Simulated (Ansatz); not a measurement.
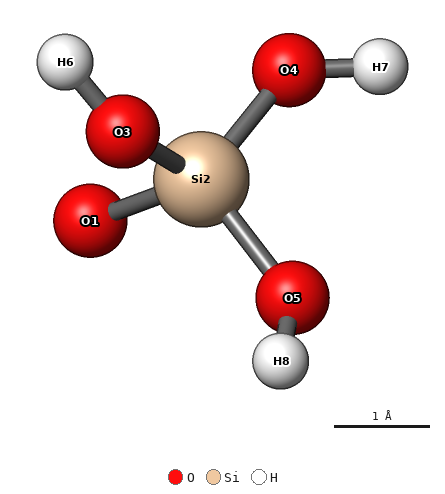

**Figure 1.** The structure (ball-and-stick view, seen at a tilt; atoms are numbered from 1 in the order of the input). Bond lengths as drawn: H–O 0.96 Å and O–Si 1.63 to 1.71 Å.

# Frequency calculation of SiH3O4

SiH3O4, multiplicity 2, computed with HF/3-21G, UHF (Ansatz 0.2.0).

The geometry was optimised with HF/3-21G. Figures and captions count atoms from 1; the log counts them from 0 in places.

**Input**
```yaml
basis:
  gaussian: {orbitals: 3-21G.json}
crystal:
  periodic: [false, false, false]
  atoms:
    - {symbol: O, position_ang: [-1.577406, 0.310923, 1.135903]}
    - {symbol: Si, position_ang: [-0.225374, 0.055421, 0.119112]}
    - {symbol: O, position_ang: [1.081154, -0.038597, 1.097460]}
    - {symbol: O, position_ang: [-0.204827, 1.315438, -0.919384]}
    - {symbol: O, position_ang: [-0.326939, -1.328412, -0.741813]}
    - {symbol: H, position_ang: [1.458084, 0.606365, 1.695408]}
    - {symbol: H, position_ang: [-0.144370, 1.296886, -1.874951]}
    - {symbol: H, position_ang: [-0.060422, -2.217925, -0.511735]}
magnetization: {spin_polarized: true, initial_magnetization: 1}
hamiltonian: {xc: hf}
phonons: {temperatures: {t_min: 298.15, t_max: 298.15, t_step: 1}}
```

Hardware: 1 thread of Arm Neoverse V2, 112 GiB of memory available, shared host.

Launch command:
```bash
ansatz run run.yaml --threads 1 --pin off --max-ram 3480MiB --events-out events.jsonl --progress --plain --runs-dir runs
```

**Output**
```
Functional definition: HF
  name "HF"
  exchange = exact_x
  correlation = 0
579 factors; integrals over basis functions are off by at most 1.3e-4 eV
mean field evaluation 1: about -15971.2192 eV, gradient 3.2e1 eV
mean field evaluation 2: about -15971.3931 eV, gradient 3.2e1 eV
mean field evaluation 4: about -15975.5698 eV, gradient 2.3e0 eV
mean field evaluation 8: about -15975.6520 eV, gradient 1.7e-1 eV
mean field evaluation 16: about -15975.6599 eV, gradient 1.5e-5 eV
mean field evaluation 32: about -15975.6189 eV, gradient 9.4e-2 eV
mean field evaluation 64: about -15975.6283 eV, gradient 1.7e0 eV
mean field evaluation 96: about -15975.6532 eV, gradient 4.9e-2 eV
mean field -15975.65985013 eV, -587.0946708012 hartree, gradient 6.2e-6 eV, S^2 0.752913; 2 other end points of the search recorded, 0 dependent functions left out
the calculation of the forces begins
reference -15975.65985013 eV, -587.0946708012 hartree; 25, 24 occupied and 30, 31 virtual orbitals, 579 factors
these checks for a lower state are left out or cut short: stability, starts, cluster_reference, orbital_swaps, neighbouring_geometries, increment
579 factors; integrals over basis functions are off by at most 1.3e-4 eV
mean field -15975.65977931 eV, -587.0946681985 hartree, gradient 4.3e-6 eV, S^2 0.752897; 0 other end points of the search recorded, 0 dependent functions left out
[... from here on the field's lines of each further geometry are left out, up to the last ...]
the calculation of the forces begins
reference -15975.65983665 eV, -587.0946703056 hartree; 25, 24 occupied and 30, 31 virtual orbitals, 579 factors
these checks for a lower state are left out or cut short: stability, starts, cluster_reference, orbital_swaps, neighbouring_geometries, increment
579 factors; integrals over basis functions are off by at most 1.3e-4 eV
mean field -15975.65983734 eV, -587.0946703312 hartree, gradient 4.5e-6 eV, S^2 0.752913; 0 other end points of the search recorded, 0 dependent functions left out
the calculation of the forces begins
reference -15975.65983734 eV, -587.0946703312 hartree; 25, 24 occupied and 30, 31 virtual orbitals, 579 factors
Total energy: -15975.65985013 eV, -587.0946708012 hartree
Atom 0 at    -1.577406     0.310923     1.135903 Å, force    -0.001243    -0.000019     0.000410 eV/Å
Atom 1 at    -0.225374     0.055421     0.119112 Å, force     0.001092    -0.000599     0.000089 eV/Å
Atom 2 at     1.081154    -0.038597     1.097460 Å, force     0.000727     0.000780     0.000243 eV/Å
Atom 3 at    -0.204827     1.315438    -0.919384 Å, force     0.000058    -0.000249    -0.000547 eV/Å
Atom 4 at    -0.326939    -1.328412    -0.741813 Å, force    -0.000001    -0.000205     0.000226 eV/Å
Atom 5 at     1.458084     0.606365     1.695408 Å, force    -0.000421    -0.000703    -0.000542 eV/Å
Atom 6 at    -0.144370     1.296886    -1.874951 Å, force     0.000029     0.000110     0.000229 eV/Å
Atom 7 at    -0.060422    -2.217925    -0.511735 Å, force    -0.000241     0.000884    -0.000108 eV/Å
Dipole moment:     0.459550    -0.152449    -0.146666 e Å
Vibrations: 105.46 189.87 266.13 283.64 292.33 356.62 367.48 443.63 707.59 726.66 744.29 847.45 1046.52 1131.82 1150.15 4025.01 4031.59 4036.20 cm⁻¹, zero-point energy 1.286488 eV
```

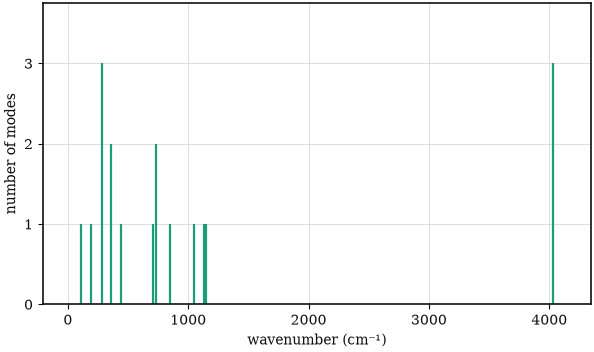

**Figure 2.** Harmonic vibrational wavenumbers from the force constants; neighbouring modes closer than 18 cm⁻¹ are counted in one stick. 18 modes from 105 to 4036 cm⁻¹, none imaginary.

**Key numbers**

| quantity | value |
| --- | --- |
| outcome | converged |
| total energy | −587.094671 hartree |
| basis functions | 55 |
| largest force | 0.001 eV/Å |
| ⟨S²⟩ | 0.753 |
| zero-point energy | 0.047278 hartree |
| dipole moment | 2.43 D |
| wavenumbers, lowest and highest | 105 and 4036 cm⁻¹ |
| wall time | 26 s |
| peak memory | 0.13 GiB |
